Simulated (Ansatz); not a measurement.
# Nb-Ti-Nb stack of (111) layers: lattice stability ahead of a resistivity run

Question: is the lattice of Nb-Ti-Nb stack of (111) layers stable, and if so, what are its coupling constant and resistivity?

Calculated with Ansatz 0.2.0; DFT PBEsol, scalar-relativistic, plane waves, PAW; PAW set soft_1.

## Step 1: Set-up

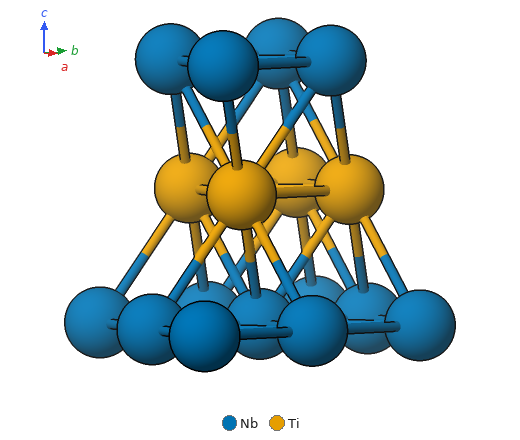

Start, viewed from the side, with the c axis up; niobium blue, titanium orange. 2×2×1 cells are drawn. Some periodic images of atoms are drawn too.

The cell holds 3 atoms: 2 Nb and 1 Ti. Cell: a = 2.923 Å, b = 2.923 Å, c = 15.773 Å, α = 90.0°, β = 90.0°, γ = 120.0°. Vacuum lies along c.

## Step 2: Relaxation

Lattice constant and positions set the bands and the force constants, so the cell is relaxed first.

input.yaml

```yaml
crystal:
  lattice:
    - [2.92265, 0.0, 0.0]
    - [-1.46133, 2.53109, 0.0]
    - [0.0, 0.0, 15.77267]
  atoms:
    - { symbol: Nb, position: [0.0, 0.0, 0.34870435] }
    - { symbol: Ti, position: [0.33333333, 0.66666667, 0.5] }
    - { symbol: Nb, position: [0.66666667, 0.33333333, 0.65129565] }
  periodic: [true, true, false]
kpoints:
  mp_grid: { grid: [12, 12, 1] }
hamiltonian:
  xc: pbesol
  pseudopotentials: { kind: paw, azcp: { folder: soft_1 }, xc_functional: pbe }
scf:
  occupations: { method: gaussian, width: 0.1 }
output:
  forces: true
  stress: true
  eigenvalues: true
relax:
  adjacent_minimum: "off"
  f_tol: 0.005
  max_steps: 80
  cell: { stress_2d_tol: 0.02 }
```

Launch:

```bash
ansatz run input.yaml --threads 4 --pin off --max-ram 12288MiB --backend cpu --events-out ev --progress --plain --runs-dir out
```

Numbers of over 12 decimals in the logs are rounded to 6 here.

The program printed:

```text
Warning: crystal.periodic: the lattice vector that does not repeat stood 0.000° off the slab's normal, 15.773 Å along it as the deck builds it. The run solves the slab on a vector along the normal, 33.345 Å long, with every atom where it was (on the deck's vector they left 11.00 Å outside them, and the widest stretch free of ions among them is 2.39 Å). A fractional position that the run reports is one of the run's ce [...]
crystal.periodic: the lattice vector that does not repeat stood 0.000° off the slab's normal, 15.773 Å along it as the deck builds it. The run solves the slab on a vector along the normal, 33.345 Å long, with every atom where it was (on the deck's vector they left 11.00 Å outside them, and the widest stretch free of ions among them is 2.39 Å). A fractional position that the run reports is one of the run's cell, which [...]
Engine: ansatz 0.2.0, aarch64-unknown-linux-gnu
Pseudopotentials: kind: paw
Pseudopotential: Nb, paw, valence charge 13, recommended cutoff 420 eV (normal), soft_1/Nb.paw.azcp
Pseudopotential: Ti, paw, valence charge 12, recommended cutoff 420 eV (normal), soft_1/Ti.paw.azcp
Functional definition: PBEsol
  exchange = pbesol_x
  correlation = pbesol_c
Crystal: 3 atoms, lattice volume = 246.672 Å³
Basis set: ecut = 420 eV, 4791 PW (Γ), exchange–correlation on 40×40×450 points (8 copies of the dense FFT grid, shifted against one another)
Bands: 23, of which v1, the nominal top of the filled ones, is band 19 counted from 1 (18 counted from 0)
Symmetry: 12 space group operations
Space group: P-3m1 (ITA 164), of the structure as read, at distance tolerance 6.3e-5 Å
k-points: 19 of 144
Non-local potential: Nb, projectors of the file, l = 0: 3, l = 1: 2, l = 2: 2, l = 3: 1
Non-local potential: Ti, projectors of the file, l = 0: 3, l = 1: 2, l = 2: 3, l = 3: 1
PAW form: soft (Blöchl's): semilocal exchange-correlation on the pseudo side does not see the compensation charge
PAW frozen core: Nb, regenerated for the run's functional, and the local potential with it (the file was generated under x = pbe(κ = 0.804, μ = 0.219515), c = pbe(β = 0.066725))
PAW frozen core: Ti, regenerated for the run's functional, and the local potential with it (the file was generated under x = pbe(κ = 0.804, μ = 0.219515), c = pbe(β = 0.066725))
PAW one-centre angular grid: Nb, 590 points (default); XC on 64 Gauss nodes
PAW one-centre angular grid: Ti, 590 points (default); XC on 64 Gauss nodes
Initial density: superposition of atomic densities (neutral atoms: chi_scale 0, normalization atom)
Initial wavefunctions: pseudopotential atomic-orbital guess
Functional: x = pbesol(κ = 0.804, μ = 0.123457), c = pbesol(β = 0.046)
SCF iter   1: F=—  HF=-11467.067906 eV  |F-HF|=—  |Δ(HF+E_count)|=         —  Δρ=7.23e-2  dr2=9.51e1  ethr=3.10e-3  ⟨swp⟩=10.5  Hψ=3192  notcnv=0
preconditioner: auto → LDOS  [metal: Δε(μ)=0.008 eV  Ē_g=3.080 eV  σ=0.100 eV  W_gap=0.05  n_scr=20 (ndim 8)  ℏωp=8.8 eV  f_vac=0.705  D(μ)=6.40/eV (n_scr^D=22)  β→1.0]
SCF iter   2: F=—  HF=-11463.367244 eV  |F-HF|=—  |Δ(HF+E_count)|=    3.70e0  Δρ=3.28e-2  dr2=1.35e1  ethr=3.10e-3  ⟨swp⟩=5.1  Hψ=1409  notcnv=0
SCF iter   3: F=—  HF=-11462.236673 eV  |F-HF|=—  |Δ(HF+E_count)|=    1.13e0  Δρ=1.24e-2  dr2=5.99e-1  ethr=3.10e-3  ⟨swp⟩=4.9  Hψ=1358  notcnv=0
SCF iter   4: F=—  HF=-11462.109953 eV  |F-HF|=—  |Δ(HF+E_count)|=   1.27e-1  Δρ=3.10e-3  dr2=3.57e-2  ethr=1.58e-3  ⟨swp⟩=4.2  Hψ=1276  notcnv=0
SCF iter   5: F=—  HF=-11462.110959 eV  |F-HF|=—  |Δ(HF+E_count)|=   1.01e-3  Δρ=9.86e-4  dr2=2.06e-3  ethr=9.41e-5  ⟨swp⟩=3.5  Hψ=952  notcnv=0
SCF iter   6: F=—  HF=-11462.111181 eV  |F-HF|=—  |Δ(HF+E_count)|=   2.22e-4  Δρ=2.64e-4  dr2=2.72e-4  ethr=5.42e-6  ⟨swp⟩=3.5  Hψ=822  notcnv=0
SCF iter   7: F=—  HF=-11462.111201 eV  |F-HF|=—  |Δ(HF+E_count)|=   2.06e-5  Δρ=6.96e-5  dr2=1.72e-5  ethr=7.15e-7  ⟨swp⟩=3.8  Hψ=993  notcnv=0
SCF iter   8: F=—  HF=-11462.111176 eV  |F-HF|=—  |Δ(HF+E_count)|=   2.54e-5  Δρ=3.39e-5  dr2=7.30e-6  ethr=4.54e-8  ⟨swp⟩=3.8  Hψ=961  notcnv=0
SCF iter   9: F=—  HF=-11462.111176 eV  |F-HF|=—  |Δ(HF+E_count)|=   3.83e-7  Δρ=6.82e-6  dr2=9.57e-7  ethr=1.92e-8  ⟨swp⟩=2.5  Hψ=587  notcnv=0
SCF iter  10: F=-11462.111176 eV  HF=-11462.111176 eV  |F-HF|=1.83e-8  |Δ(HF+E_count)|=   2.56e-8  Δρ=2.84e-6  dr2=2.19e-8  ethr=2.63e-10  ⟨swp⟩=10.2  Hψ=3275  notcnv=0
SCF 1 converged in 10 iterations: F = -11462.111176 eV  dr2 = 2.19e-8
  greatest PAW one-centre occupation: 0.999 electrons in one spin orbital (limit 2), on the Ti atom at site 1 (counted from 0), in its partial waves of l = 0
relax step   1: F+E_penalty+E_count = -11462.11117616 eV  Δ(F+E_penalty+E_count) = +0.000e0 eV  max|allowed force component| = 3.312e-1 eV/Å  Δτ_max = 0.0000 Å  P = -9.327 N/m  Ω = 246.672 Å³  fix = [c, alpha, beta]  reactions: c +0.000 N/m  (10 SCF iters, dr2 threshold 1.00e-7 eV, accepted)
Crystal: 3 atoms, lattice volume = 223.212 Å³
Basis set: ecut = 420 eV, 4383 PW (Γ), exchange–correlation on 40×40×450 points (8 copies of the dense FFT grid, shifted against one another)
Initial density: handed on by an earlier stage of this run
Initial wavefunctions: those handed on with the density
SCF iter   1: F=—  HF=-11462.340312 eV  |F-HF|=—  |Δ(HF+E_count)|=         —  Δρ=1.90e-2  dr2=5.09e0  ethr=3.10e-3  ⟨swp⟩=15.8  Hψ=3533  notcnv=0
preconditioner: auto → LDOS  [metal: Δε(μ)=0.018 eV  Ē_g=2.977 eV  σ=0.100 eV  W_gap=0.10  n_scr=20 (ndim 8)  ℏωp=9.3 eV  f_vac=0.718  D(μ)=5.91/eV (n_scr^D=22)  β→1.0]
SCF iter   2: F=—  HF=-11462.147970 eV  |F-HF|=—  |Δ(HF+E_count)|=   1.92e-1  Δρ=4.35e-3  dr2=4.48e-2  ethr=3.10e-3  ⟨swp⟩=3.3  Hψ=717  notcnv=0  defer=1
SCF iter   3: F=—  HF=-11462.147677 eV  |F-HF|=—  |Δ(HF+E_count)|=   2.93e-4  Δρ=1.82e-3  dr2=2.66e-2  ethr=1.18e-4  ⟨swp⟩=4.7  Hψ=1190  notcnv=0
SCF iter   4: F=—  HF=-11462.146505 eV  |F-HF|=—  |Δ(HF+E_count)|=   1.17e-3  Δρ=2.33e-4  dr2=1.89e-4  ethr=7.01e-5  ⟨swp⟩=2.8  Hψ=619  notcnv=0
SCF iter   5: F=—  HF=-11462.146554 eV  |F-HF|=—  |Δ(HF+E_count)|=   4.90e-5  Δρ=7.90e-5  dr2=2.36e-5  ethr=4.97e-7  ⟨swp⟩=4.4  Hψ=1161  notcnv=0
SCF iter   6: F=—  HF=-11462.146562 eV  |F-HF|=—  |Δ(HF+E_count)|=   7.25e-6  Δρ=4.68e-5  dr2=6.01e-6  ethr=6.22e-8  ⟨swp⟩=3.6  Hψ=1025  notcnv=0
SCF iter   7: F=-11462.146562 eV  HF=-11462.146562 eV  |F-HF|=5.22e-8  |Δ(HF+E_count)|=   4.17e-7  Δρ=1.01e-5  dr2=2.32e-7  ethr=7.89e-10  ⟨swp⟩=13.8  Hψ=3569  notcnv=0
SCF 2 converged in 7 iterations: F = -11462.146562 eV  dr2 = 2.32e-7
[...]
SCF iter   3: F=—  HF=-11462.287257 eV  |F-HF|=—  |Δ(HF+E_count)|=   1.43e-2  Δρ=1.58e-3  dr2=3.94e-2  ethr=8.14e-4  ⟨swp⟩=3.4  Hψ=794  notcnv=0
SCF iter   4: F=—  HF=-11462.285392 eV  |F-HF|=—  |Δ(HF+E_count)|=   1.87e-3  Δρ=3.67e-4  dr2=1.06e-3  ethr=1.04e-4  ⟨swp⟩=2.6  Hψ=635  notcnv=0
SCF iter   5: F=—  HF=-11462.285419 eV  |F-HF|=—  |Δ(HF+E_count)|=   2.75e-5  Δρ=1.48e-4  dr2=1.78e-4  ethr=2.80e-6  ⟨swp⟩=3.7  Hψ=882  notcnv=0
SCF iter   6: F=—  HF=-11462.285390 eV  |F-HF|=—  |Δ(HF+E_count)|=   2.96e-5  Δρ=3.09e-5  dr2=1.09e-5  ethr=4.68e-7  ⟨swp⟩=2.4  Hψ=630  notcnv=0
iter 7 did not close the SCF: its close was put off until two iterations running show no level that it waits for move by more than its bar (scf_convergence_deferred on its scf_iter line)
SCF iter   7: F=-11462.285391 eV  HF=-11462.285391 eV  |F-HF|=3.66e-8  |Δ(HF+E_count)|=   1.21e-6  Δρ=7.44e-6  dr2=1.94e-7  ethr=7.89e-10  ⟨swp⟩=14.2  Hψ=3582  notcnv=0
iter 8 did not close the SCF: its close was put off until two iterations running show no level that it waits for move by more than its bar (scf_convergence_deferred on its scf_iter line)
SCF iter   8: F=-11462.285391 eV  HF=-11462.285391 eV  |F-HF|=4.60e-8  |Δ(HF+E_count)|=   5.79e-8  Δρ=4.94e-6  dr2=9.70e-8  ethr=5.11e-10  ⟨swp⟩=4.9  Hψ=1986  notcnv=0
SCF iter   9: F=-11462.285391 eV  HF=-11462.285391 eV  |F-HF|=1.03e-9  |Δ(HF+E_count)|=   1.86e-8  Δρ=1.15e-6  dr2=9.94e-9  ethr=2.55e-10  ⟨swp⟩=4.6  Hψ=1881  notcnv=0
SCF 3 converged in 9 iterations: F = -11462.285391 eV  dr2 = 9.94e-9
relax step   3: F+E_penalty+E_count = -11462.28539082 eV  Δ(F+E_penalty+E_count) = -1.388e-1 eV  max|allowed force component| = 1.034e-1 eV/Å  Δτ_max = 0.1074 Å  P = -1.403 N/m  Ω = 230.215 Å³  energy of the carried Pulay correction = +3.982e-4 eV  fix = [c, alpha, beta]  reactions: c -0.000 N/m  (9 SCF iters, dr2 threshold 3.00e-7 eV, accepted)
[...]
relax step   4: F+E_penalty+E_count = -11462.29407500 eV  Δ(F+E_penalty+E_count) = -8.684e-3 eV  max|allowed force component| = 4.309e-2 eV/Å  Δτ_max = 0.0255 Å  P = -0.497 N/m  Ω = 227.492 Å³  energy of the carried Pulay correction = +4.667e-4 eV  fix = [c, alpha, beta]  reactions: c -0.000 N/m  (7 SCF iters, dr2 threshold 3.00e-7 eV, accepted)
[...]
relax step   5: F+E_penalty+E_count = -11462.29550767 eV  Δ(F+E_penalty+E_count) = -1.433e-3 eV  max|allowed force component| = 1.726e-3 eV/Å  Δτ_max = 0.0162 Å  P = -0.048 N/m  Ω = 226.074 Å³  energy of the carried Pulay correction = +5.027e-4 eV  fix = [c, alpha, beta]  reactions: c -0.000 N/m  (6 SCF iters, dr2 threshold 2.83e-7 eV, accepted)
[...]
relax step   6: F+E_penalty+E_count = -11462.29551338 eV  Δ(F+E_penalty+E_count) = -5.706e-6 eV  max|allowed force component| = 5.197e-4 eV/Å  Δτ_max = 0.0000 Å  P = +0.007 N/m  Ω = 225.987 Å³  energy of the carried Pulay correction = +5.049e-4 eV  fix = [c, alpha, beta]  reactions: c +0.000 N/m  (4 SCF iters, dr2 threshold 2.67e-9 eV, accepted)
Initial wavefunctions: pseudopotential atomic-orbital guess (no wavefunctions were taken with the density)
iter 1 solved again at ethr=9.05e-8 eV; its pass at ethr=3.10e-3 eV (dr2=3.44e-5 eV) is discarded
SCF iter   1: F=—  HF=-11462.294966 eV  |F-HF|=—  |Δ(HF+E_count)|=         —  Δρ=3.75e-5  dr2=4.69e-7  ethr=9.05e-8  ⟨swp⟩=7.3  Hψ=5438  notcnv=0
preconditioner: auto → LDOS  [metal: Δε(μ)=0.011 eV  Ē_g=2.837 eV  σ=0.100 eV  W_gap=0.06  n_scr=20 (ndim 8)  ℏωp=9.2 eV  f_vac=0.711  D(μ)=5.27/eV (n_scr^D=20)  β→1.0]
SCF iter   2: F=—  HF=-11462.294949 eV  |F-HF|=—  |Δ(HF+E_count)|=   1.65e-5  Δρ=2.21e-5  dr2=3.91e-6  ethr=1.23e-9  ⟨swp⟩=3.9  Hψ=1138  notcnv=0
SCF iter   3: F=—  HF=-11462.294949 eV  |F-HF|=—  |Δ(HF+E_count)|=   2.31e-7  Δρ=4.24e-6  dr2=2.44e-7  ethr=1.23e-9  ⟨swp⟩=2.9  Hψ=842  notcnv=0
SCF iter   4: F=—  HF=-11462.294949 eV  |F-HF|=—  |Δ(HF+E_count)|=   8.20e-8  Δρ=4.32e-6  dr2=6.96e-8  ethr=6.42e-10  ⟨swp⟩=2.1  Hψ=584  notcnv=0
SCF iter   5: F=—  HF=-11462.294949 eV  |F-HF|=—  |Δ(HF+E_count)|=   3.55e-9  Δρ=4.45e-7  dr2=1.28e-9  ethr=1.83e-10  ⟨swp⟩=3.3  Hψ=749  notcnv=0
SCF iter   6: F=—  HF=-11462.294949 eV  |F-HF|=—  |Δ(HF+E_count)|=   4.55e-9  Δρ=1.20e-7  dr2=4.90e-11  ethr=3.38e-12  ⟨swp⟩=3.4  Hψ=939  notcnv=0
SCF iter   7: F=—  HF=-11462.294949 eV  |F-HF|=—  |Δ(HF+E_count)|=  3.95e-10  Δρ=5.00e-8  dr2=1.81e-11  ethr=1.00e-12  ⟨swp⟩=2.0  Hψ=546  notcnv=0
SCF iter   8: F=-11462.294949 eV  HF=-11462.294949 eV  |F-HF|=4.37e-11  |Δ(HF+E_count)|=  7.09e-11  Δρ=1.53e-8  dr2=7.42e-13  ethr=1.00e-12  ⟨swp⟩=12.5  Hψ=3411  notcnv=0
SCF 7 converged in 8 iterations: F = -11462.294949 eV  dr2 = 7.42e-13
relax step   7: F+E_penalty+E_count = -11462.29494926 eV  Δ(F+E_penalty+E_count) = +5.641e-4 eV  max|allowed force component| = 6.182e-4 eV/Å  Δτ_max = 0.0000 Å  P = +0.010 N/m  Ω = 225.987 Å³  fix = [c, alpha, beta]  reactions: c +0.000 N/m  stress off target by 1.00e-2 N/m on what of the cell is left free  SCF on the basis re-selected at this cell (its energy is not comparable with the rows above)  (8 SCF iters)
basis re-selected at this cell: Δ(F+E_penalty+E_count) = +5.641e-4 eV, ΔP = +0.003 N/m vs the last step (what re-selecting the basis moved, of the pressure what is left beyond the Pulay correction that the steps carried, after the strain that the cell walked since its last selection, with what the two solves' SCF thresholds leave and, on support functions, any second-order correction that the steps lacked; it is no m [...]
SCF converged after 8 iterations
Free energy (F): -11462.294949 eV
Harris-Foulkes:  -11462.294949 eV  (|F-HF|=4.37e-11)
Internal energy: -11462.268584 eV  (E = F + TS)
E sigma→0 (E₀):  -11462.281767 eV
Entropy (-TS):   -0.026365 eV (-8.788 meV/atom)
Fermi energy:    -5.042806 eV
--- Per-component energies (eV) ---
  E_band       = -1105.997094
  E_kinetic    = 1029.181442
  E_local      = -117230.579350  (includes V_loc(G=0)·N_el)
  E_nonlocal   = 258.368151
  E_hartree    = 57896.931798
  E_xc         = -443.368738
  E_vxc        = -543.677801  (∫ρ·V_xc dr)
  E_paw        = -7071.233535  (= ΣΔE_a)
  E_vpaw       = -413.153294  (= ΣTr[D̂ρ^β])
  E_aug_tail   = 0.000005  (compensation charges beyond the density's cutoff)
  E_ewald      = 54097.914841
  E_core_change = 0.516804  (= ΣΔE_core)
  E_smearing   = -0.026365  (= −TS)
  E_closure    = -0.000000  (closes the sum)
  Σ components = -11462.294949   (vs F -11462.294949, Δ=0.00e0)
--- Forces (eV/Å), atoms counted from 1 ---
  atom   1  Nb     0.00000000    -0.00000000    -0.00061822
  atom   2  Ti     0.00000000     0.00000000     0.00000000
  atom   3  Nb    -0.00000000     0.00000000     0.00061822
  max |Σ_I F_I| component: 4.63e-18 eV/Å
--- 2D stress c σ (N/m, compression-positive) ---
        0.009997      -0.000000       0.000000
       -0.000000       0.009997      -0.000000
        0.000000      -0.000000       0.000000
  P = ½ c Tr σ = 0.0100 N/m
--- Band table (eV; the first three rows and the last of 19) ---
  k-point 0: bands = [... 15 lower, -6.0771, -5.3361, -4.7626, -4.5781, -4.5781, -4.4279, -4.4279, -4.2528]
  k-point 1: bands = [... 15 lower, -6.0476, -5.2359, -5.0054, -4.8692, -4.5786, -4.5455, -4.3397, -4.1699]
  k-point 2: bands = [... 15 lower, -6.1037, -5.5257, -5.3660, -5.2308, -5.1676, -4.6518, -4.0770, -3.6958]
  k-point 18: bands = [... 15 lower, -5.8186, -5.8186, -5.6361, -5.1663, -5.1387, -5.1387, -5.1381, -3.0302]
--- Relaxed structure (6 steps of the walk, 6 accepted, 1 SCFs on fresh bases) ---
  F+E_penalty+E_count = -11462.29494926 eV   max|allowed force component| = 6.182e-4 eV/Å   (the final SCF, on the basis selected at the relaxed cell)
  cell:  # Å, volume = 225.9871 Å³
    - [2.797428, 2.763066890878651e-6, 0]
    - [-1.398716, 2.422642, 0]
    - [0, 0, 33.345345439542]
  atoms:
    - { symbol: Nb, position: [0, 0, 0.163867] }
    - { symbol: Ti, position: [0.333333, 0.666667, 0.236505] }
    - { symbol: Nb, position: [0.666667, 0.333333, 0.309142] }
```

Elapsed: 20 s, on 4 threads of Arm Neoverse V1, shared host; peak memory 0.6 GiB; 74 s of CPU time.

Step by step:

```
step  energy less that of the first step (eV)  largest force component (eV/Å)  volume (Å³)
   1                                   0.0000                          0.3312       246.67
   2                                  -0.0354                          0.9390       223.21
   3                                  -0.1742                          0.1034       230.21
   4                                  -0.1829                          0.0431       227.49
   5                                  -0.1843                          0.0017       226.07
   6                                  -0.1843                          0.0005       225.99
  7*                                  -0.1838                          0.0006       225.99
```

Relaxation steps marked * repeat the geometry before them on a plane-wave basis chosen anew for their cell, so energy and pressure can jump there.

Forces are held to the 12 operations that the run works with; a distortion that breaks them can't arise in this run.

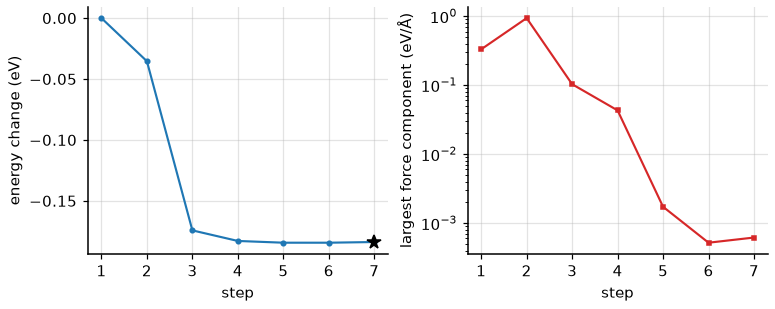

Energy and largest force along the relaxation. Stars mark steps on a basis chosen anew.

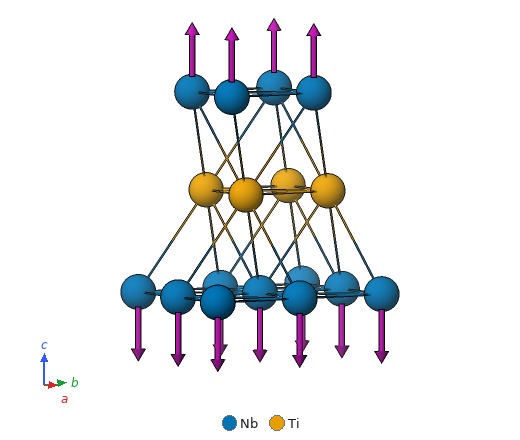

Displacements in the relaxation, exaggerated, measured against the changing cell; the longest in the cell stands for 0.04 Å. 2×2×1 cells are drawn. Some periodic images of atoms are drawn too.

```
cell as run  before  after  change
      a (Å)   2.923  2.797  -4.3 %
      b (Å)   2.923  2.797  -4.3 %
```

The atoms that moved most (Å, along periodic axes as changes of fractional coordinates times the final cell, across vacuum about the mean position):

```
atom     dx     dy      dz  length
 Nb3  0.000  0.000   0.036   0.036
 Nb1  0.000  0.000  -0.036   0.036
```

The relaxed structure:

```xyz
3
Lattice="2.7974 0.0000 0.0000 -1.3987 2.4226 0.0000 0.0000 0.0000 33.3453" Properties=species:S:1:pos:R:3
Nb    0.0000    0.0000    5.4642
Ti    0.0000    1.6151    7.8863
Nb    1.3987    0.8075   10.3085
```

Numbers from this step:

```
metallic on mesh  : yes
gap on the k-mesh : 0 eV
```

The relaxation ends with a largest force component of 6.2e-4 eV/Å.

## Step 3: Relaxing tightly for phonons

Phonons are second derivatives about the minimum, so the remaining forces must be small: the thresholds are tightened.

input.yaml, the sections that differ from step 2:

```yaml
crystal:
  lattice:
    - [2.7974279191, 2.7631e-06, 0.0]
    - [-1.3987163524, 2.4226422617, 0.0]
    - [0.0, 0.0, 33.3453454395]
  atoms:
    - { symbol: Nb, position: [0.0, 0.0, 0.1638673285] }
    - { symbol: Ti, position: [0.3333333333, 0.6666666667, 0.2365048224] }
    - { symbol: Nb, position: [0.6666666667, 0.3333333333, 0.3091423162] }
  periodic: [true, true, false]
scf:
  occupations: { method: methfessel_paxton, width: 0.2 }
relax:
  adjacent_minimum: "off"
  f_tol: 0.001
  max_steps: 60
  cell: { stress_2d_tol: 0.002 }
# kpoints, hamiltonian, output: as in step 2
```

The program printed:

```text
[the first part of the log is left out]
  E_paw        = -7071.251203  (= ΣΔE_a)
  E_vpaw       = -413.183843  (= ΣTr[D̂ρ^β])
  E_aug_tail   = 0.000006  (compensation charges beyond the density's cutoff)
  E_ewald      = 54159.979783
  E_core_change = 0.516804  (= ΣΔE_core)
  E_smearing   = -0.001158  (= −TS)
  E_closure    = -0.000000  (closes the sum)
  Σ components = -11462.283099   (vs F -11462.283099, Δ=0.00e0)
--- Forces (eV/Å), atoms counted from 1 ---
  atom   1  Nb     0.00000000    -0.00000000    -0.00002306
[...]
-0.000000      -0.001365       0.000000
       -0.000000       0.000000      -0.000000
  P = ½ c Tr σ = -0.0014 N/m
--- Band table (eV; the first three rows and the last of 19) ---
[...]
--- Relaxed structure (4 steps of the walk, 4 accepted, 1 SCFs on fresh bases) ---
[...]
cell:  # Å, volume = 225.6418 Å³
    - [2.795290, 2.7609506072006515e-6, 0]
    - [-1.397647, 2.420790, 0]
    - [0, 0, 33.3453454395]
  atoms:
    - { symbol: Nb, position: [0, 0, 0.163782] }
    - { symbol: Ti, position: [0.333333, 0.666667, 0.236505] }
    - { symbol: Nb, position: [0.666667, 0.333333, 0.309228] }
```

Run time: 12 s. Hardware: 4 threads; peak memory 0.58 GiB; 47 s of CPU time.

Little changed from the start: no atom moved by 0.005 Å and no cell edge by 0.1 %.

(Continued in part 2 of 2.)

[Logs are printed without paths, hosts, clocks, repeated set-up lines and the standing remarks that a program may print on its own settings, such as how far it seeks lower states.]

[Hosts, paths, dates, database ids (printed as entryN), source tags and the programs' standing remarks are cut or masked in the printed files.]
